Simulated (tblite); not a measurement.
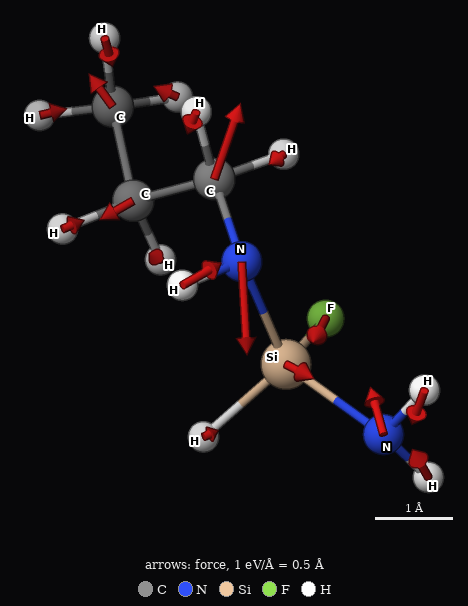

Starting geometry of C3H11FN2Si with the computed forces as red arrows. A ball-and-stick model, seen from a free direction.

These are results of GFN2-xTB geometry optimisation, gas phase (tblite), not measurements. 

### What follows when this structure is relaxed?

It isn't relaxed: the largest force vector, on an N atom, is 2.49 eV/Å. The final displacements have little in common with the starting forces (cosine between the two patterns 0.19). Over 132 geometry steps the energy falls by 17.8 kcal/mol. The largest moves after the best rigid fit, 1.10 Å, are those of F and H atoms. By element the largest moves are F 1.10 Å, H 1.10 Å, N 0.50 Å, Si 0.44 Å, C 0.41 Å. Near-neighbour distances that change, for instance: F–Si 1.697 → 1.620 Å, N–Si 1.787 → 1.711 Å, H–N 1.053 → 1.009 Å, C–H 1.125 → 1.088 Å. Among the angles between lasting bonds that change: C–N–Si 108.9° → 123.4°, N–Si–H 111.3° → 121.7°, Si–N–H 112.6° → 119.1°. Groups turn about N–Si by about 35°, N–Si by about 20°. Cost: 1.5 s on 1 thread of Arm Neoverse N1, on a shared host.
